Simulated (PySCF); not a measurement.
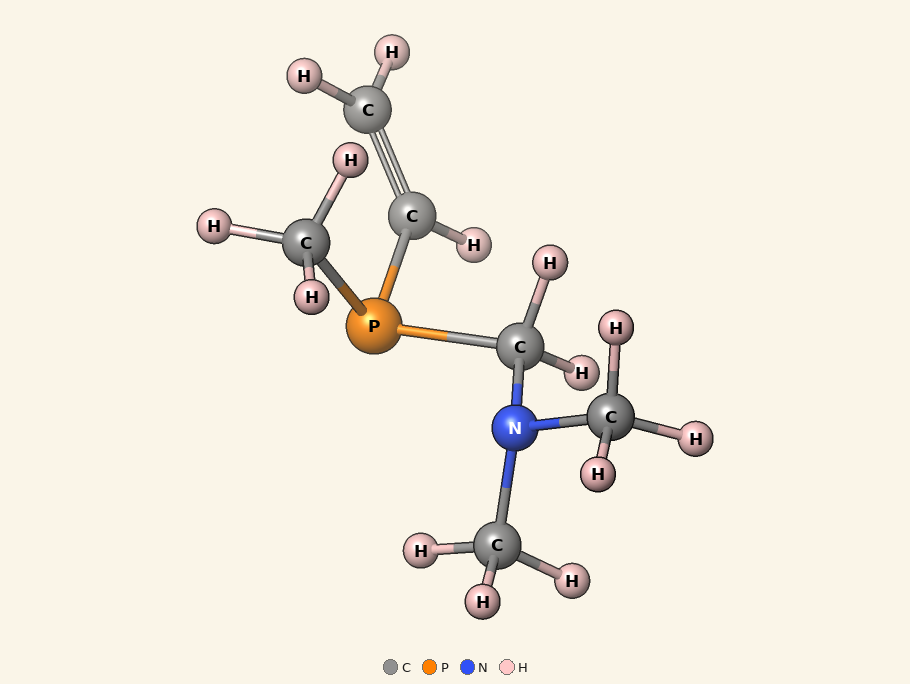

Orthographic view. Atoms fade into the background with distance from the viewer. Computed geometry: PBE0-D3(BJ)/def2-SVP optimisation. No frequency run is at hand to confirm it as a minimum.

> Write the InChI string.

InChI=1S/C6H14NP/c1-5-8(4)6-7(2)3/h5H,1,6H2,2-4H3/t8-/m0/s1
